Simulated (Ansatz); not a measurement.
## Electronic structure of CH6N2 (SMILES NCN) in real space

Input file:

```
crystal:
  periodic: [false, false, false]
  atoms:
    - { symbol: "N", position_ang: [-0.6635, 0.601, -0.8506] }
    - { symbol: C, position_ang: [0.4922, 0.1734, -0.2605] }
    - { symbol: "N", position_ang: [0.0021, -0.8027, 0.6627] }
    - { symbol: H, position_ang: [-1.1232, -0.1712, -1.2099] }
    - { symbol: H, position_ang: [-1.3156, 1.0067, -0.1529] }
    - { symbol: H, position_ang: [1.0414, 1.0007, 0.234] }
    - { symbol: H, position_ang: [1.1762, -0.2737, -1.0072] }
    - { symbol: H, position_ang: [0.8818, -1.2663, 1.064] }
    - { symbol: H, position_ang: [-0.4029, -0.3142, 1.5033] }
basis:
  gaussian: { orbitals: def2-SVP }
hamiltonian:
  xc: hf
relax:
  f_tol: 0.015
  max_steps: 40
output:
  orbitals: {}
```

Launched as:

```sh
ansatz run input.yaml --threads 1 --pin off --max-ram 2048MiB --backend cpu --events-out ev --progress --plain --runs-dir out
```

The fields are those of the relaxed geometry.

Level of theory: RHF/def2-SVP (Ansatz 0.2.0).

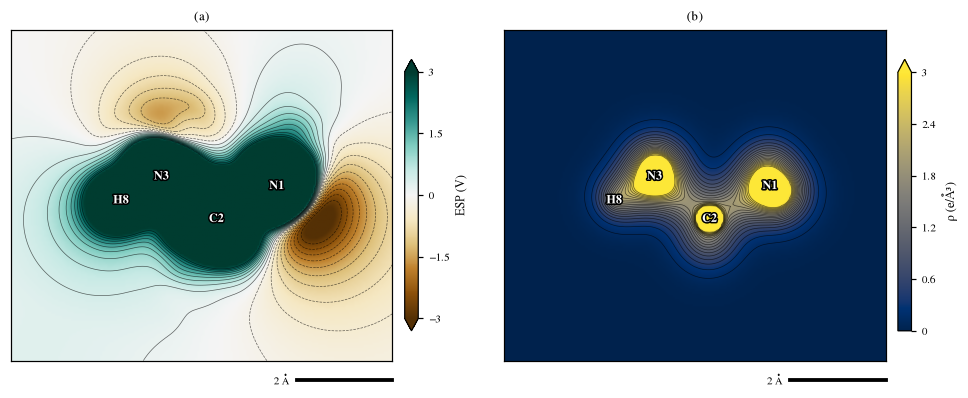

Figure 1. (a) molecular electrostatic potential; (b) electron density on the plane of atoms N1, C2 and N3.

> What does the map show?

- The plane passes through N, C and H nuclei.
- C–N (1.44 Å): ρ is about 2.1 e/Å³ halfway.
- N–H (1.00 Å): ρ at the midpoint is about 2.8 e/Å³.
- Outside the dense part of the molecule the potential is most negative (−3.3 V) near N1.

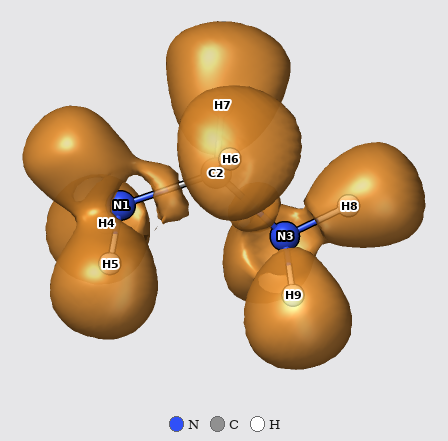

Figure 2. Isosurface of the electron localisation function at 0.8 (orange), seen across its widest extent. Only the valence region is drawn (cores and ρ < 0.01 e/Å³ removed).

> Where are the electrons localised?

The ELF exceeds this value in two regions around hydrogen nuclei and two joined regions spread over several atoms (H, N), in which their bonds and any lone pairs are merged. Along the contacts the grid gives the following. C–N (1.44 Å): the ELF peaks at about 0.95 between the atoms (localised, covalent bonding). N–H (1.00 Å): the ELF climbs to about 1 towards the hydrogen, as it does in any bond to H: a covalent bond by its length.

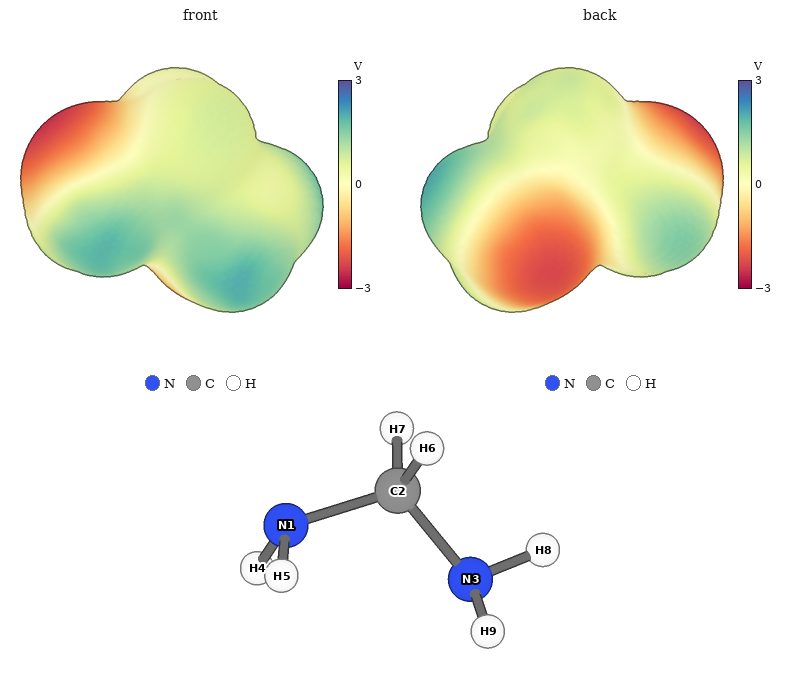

Figure 3. The electrostatic potential painted on the density surface at 0.004 e/bohr³, seen from the front and from behind; the colour scale runs from red (negative) to blue (positive). The bare structure is drawn below in the same view.

> Where is the surface potential most negative and most positive?

The most negative region (about −2.4 V) lies over N1, the most positive (about +2.0 V) over H5, H8 and H9. N1 is the likeliest acceptor of a hydrogen bond.
